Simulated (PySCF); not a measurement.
System: C7H7Cl.

The calculation's input:

```
{"job": {"kind": "nmr", "xc": "PBE0", "basis": "pcSseg-1", "pop": false}, "charge": 0, "multiplicity": 1}
C     -0.999800     1.646200     1.909200
C     -0.723400     0.815700     1.098800
C     -0.440000    -0.103600     0.057900
C     -1.654300    -0.965700    -0.386500
C      0.571000     0.405200    -0.806000
C      0.972700     1.283000    -1.674400
C      0.981600    -0.668900     0.073300
Cl     1.932500    -0.494700     1.499800
H     -1.150100     2.352800     2.673800
H     -2.153900    -1.448800     0.472100
H     -1.377100    -1.785200    -1.071300
H     -2.407700    -0.389400    -0.899500
H      1.943600     1.334800    -2.164700
H      0.245800     1.887900    -2.159100
H      1.150600    -1.664800    -0.280300
```

Run with:

```sh
OMP_NUM_THREADS=1 python probes_run.py task.json out
```

Geometry: GFN2-xTB, MD frame at 250 fs, 300 K.

Theory: PBE0/pcSseg-1, SCF density, gas phase, non-relativistic in PySCF 2.14.0.

Predict the electron density and electron localisation function between the atoms.

C–H (1.06 Å): ρ is about 2.1 e/Å³ halfway; the ELF climbs to about 1 towards the hydrogen, as it does in any bond to H; an ordinary covalent bond to hydrogen.
C–C (1.30 Å): ρ at the midpoint is about 2.4 e/Å³; the ELF peaks at about 0.90 between the atoms (a short, multiple covalent bond).

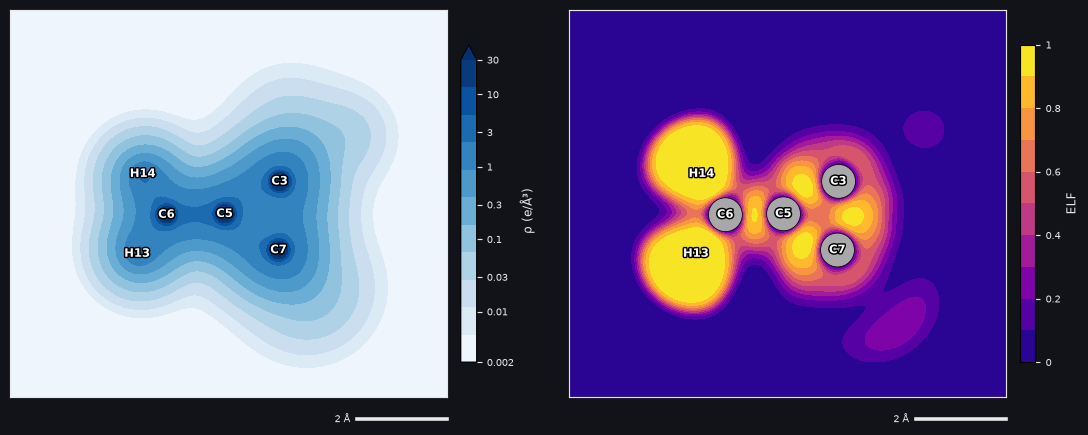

Computed electron density and electron localisation function on the plane of atoms C5, C3 and C7, in this order. Grey discs cover the atomic cores in the ELF map. 
